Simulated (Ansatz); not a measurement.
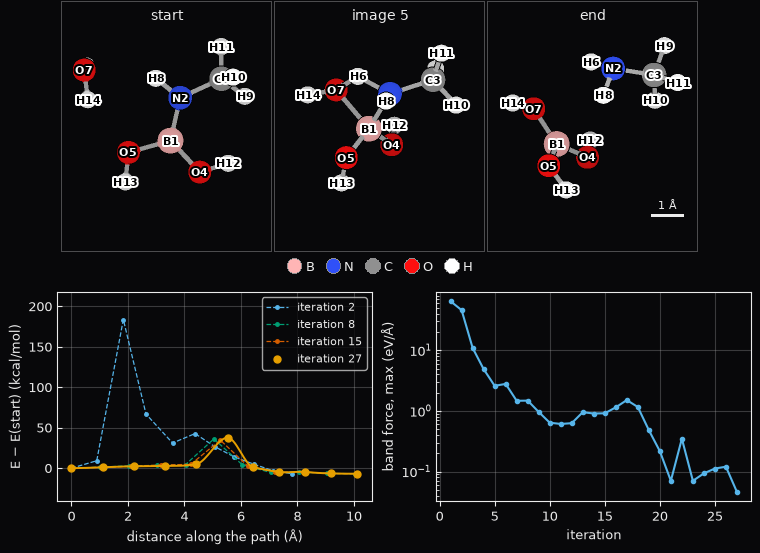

NEB run on CH8BNO3. Images are numbered from 0 (start) to 10 (end). The plot follows the band through its iterations. The picture is a ball-and-stick view, seen face on.

Computed with RHF/cc-pVDZ in Ansatz. Settings: 9 movable images; climbing image; force threshold 0.05 eV/Å; iteration limit 60; starting path through a guess of the saddle point.

> How did the profile develop, and is the result final?

The result is final at these settings. The band converged in 27 iterations. The largest component of the band force went from 64 to 0.046 eV/Å. The climbing image converged on the top of the path. Its vibrational analysis gives one imaginary mode (1763i cm⁻¹), as a transition state must have. The first iteration put the highest image at 398.9 kcal/mol. Forward barrier 37.7 kcal/mol, backward barrier 44.5 kcal/mol, with image 5 at the top; the reaction energy is −6.8 kcal/mol.
